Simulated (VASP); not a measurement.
Input:

```xyz
2
Lattice="0.0000 3.3404 3.3404 3.3404 0.0000 3.3404 3.3404 3.3404 0.0000" Properties=species:S:1:pos:R:3 pbc="T T T"
Sr     0.0000     0.0000     0.0000
Te     3.3404     3.3404     3.3404
```

Computed with optB88-vdW, VASP's PBE PAW potentials (set 64) (plane waves; VASP). Run with 520 eV cut-off, 8×8×8 Γ-centred mesh, tetrahedra with Blöchl corrections, potentials Sr_sv Te.

Unless said otherwise, spin-orbit coupling is left out, though it shifts the bands of the heavy elements here.

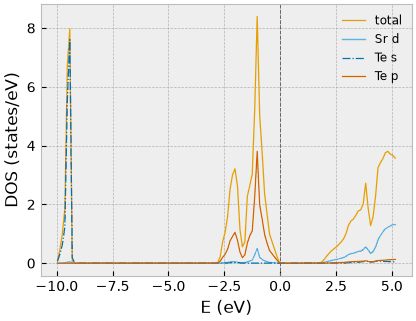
Figure: Total and projected density of states, zero at the valence-band maximum

Within 2 eV below the valence-band maximum the largest weight inside VASP's projection spheres is Te p.

The gap is indirect, 1.76 eV, from the valence maximum at Γ to the conduction minimum at X.

The compound is SrTe in the rock salt structure. It was relaxed first.
